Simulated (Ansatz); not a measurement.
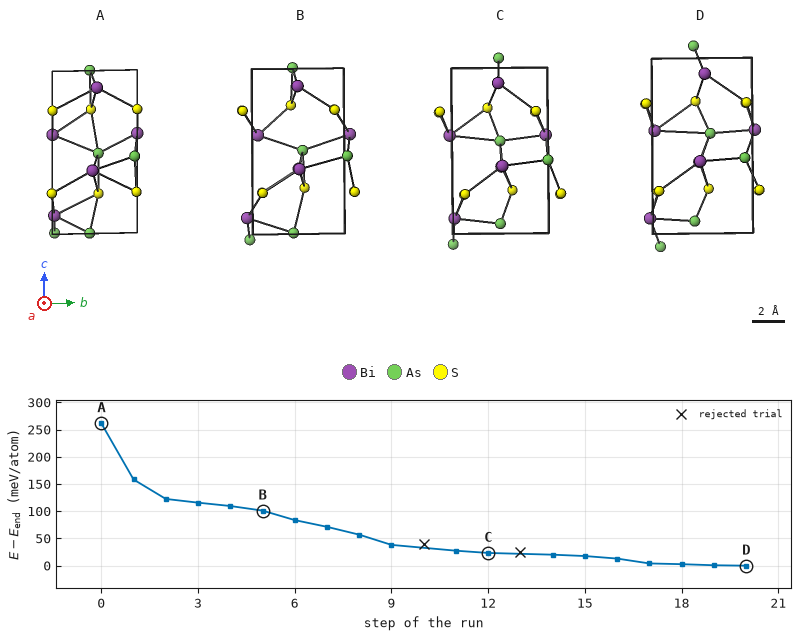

Frames of a relaxation of solid BiAsS (a generated structure, set up in P1) (coarse preliminary run), marked on the history of the run. Style: ball-and-stick. Shown: the cell of the calculation, along the a axis.

Method: Ansatz, DFT PBE, scalar-relativistic, plane waves, PAW. Set-up: plane-wave cutoff 420 eV; k-point mesh 4 × 4 × 2; occupations gaussian; smearing width 0.2 eV; no spin polarisation; cell and atoms relaxed; force threshold 0.025 eV/Å; at most 60 steps.

**What happens along the run?**

The run was cut off at its time limit before the relaxation converged, so the last structure is only a point on the way. Over 18 accepted moves (20 points after the start) the energy falls by 262 meV per atom. Largest force component: 2.9 eV/Å at the start, 0.017 eV/Å at the end. The pressure goes from 4.53 to 0.06 GPa. The line search rejected the trial steps at points 10, 13 of the run. The largest move relative to the cell is that of an As atom, 0.97 Å along [−2 2 −3]. Largest moves by element: As 0.97 Å, S 0.45 Å, Bi 0.43 Å. The drawn cell changes as follows: a 5.490 → 4.608 Å (−16.1 %), b 5.403 → 6.390 Å (+18.3 %), c 10.379 → 11.168 Å (+7.6 %), α 88.9° → 89.8°, β 91.1° → 90.1°, γ 91.9° → 90.2°; the volume changes by +6.9 %. Among the contacts that change: Bi–S 3.112 → 4.190 Å, As–S 2.488 → 3.526 Å, Bi–S 3.167 → 4.190 Å, Bi–S 3.190 → 4.185 Å. Among the angles between lasting bonds that change: Bi–As–S 70.0° → 109.6°, Bi–As–S 73.5° → 109.8°, As–Bi–As 135.2° → 100.5°. The space group stays P1 (No. 1). From step 0 to 5: an S atom moves most (0.71 Å), volume +9.2 %, energy −161 meV per atom. From step 5 to 12: As atoms move most (0.64 Å), volume −2.8 %, energy −77.9 meV per atom. From step 12 to 20: As atoms move most (0.52 Å), volume +0.8 %, energy −23.4 meV per atom.

| step | E − E(0), meV/atom | largest force component, eV/Å | pressure, GPa | volume, Å³/atom | note |
| --- | --- | --- | --- | --- | --- |
| 0 | 0.00 | 2.8969 | 4.53 | 25.630 |  |
| 1 | -103.36 | 0.7391 | 0.06 | 26.804 |  |
| 2 | -139.09 | 0.2053 | 0.80 | 27.029 |  |
| 3 | -145.95 | 0.2056 | 0.03 | 27.838 |  |
| 4 | -152.10 | 0.1866 | -0.35 | 27.987 |  |
| 5 | -160.53 | 0.2707 | -0.32 | 27.977 |  |
| 6 | -178.00 | 0.3653 | -0.14 | 27.292 |  |
| 7 | -190.39 | 0.3184 | 0.18 | 26.728 |  |
| 8 | -204.79 | 0.4983 | 0.85 | 26.482 |  |
| 9 | -223.56 | 0.3241 | 1.12 | 26.726 |  |
| 10 | -221.27 | 0.8440 | -1.32 | 28.071 | rejected |
| 11 | -234.26 | 0.1766 | 0.30 | 26.978 |  |
| 12 | -238.39 | 0.2425 | 0.16 | 27.180 |  |
| 13 | -235.76 | 0.6110 | -0.73 | 27.493 | rejected |
| 14 | -241.57 | 0.1310 | 0.13 | 27.225 |  |
| 15 | -244.06 | 0.0612 | -0.04 | 27.313 |  |
| 16 | -248.73 | 0.1248 | 0.03 | 27.321 |  |
| 17 | -257.67 | 0.1700 | -0.11 | 27.348 |  |
| 18 | -259.02 | 0.1071 | -0.48 | 27.978 |  |
| 19 | -261.01 | 0.1523 | 0.26 | 27.237 |  |
| 20 | -261.79 | 0.0171 | 0.06 | 27.402 |  |
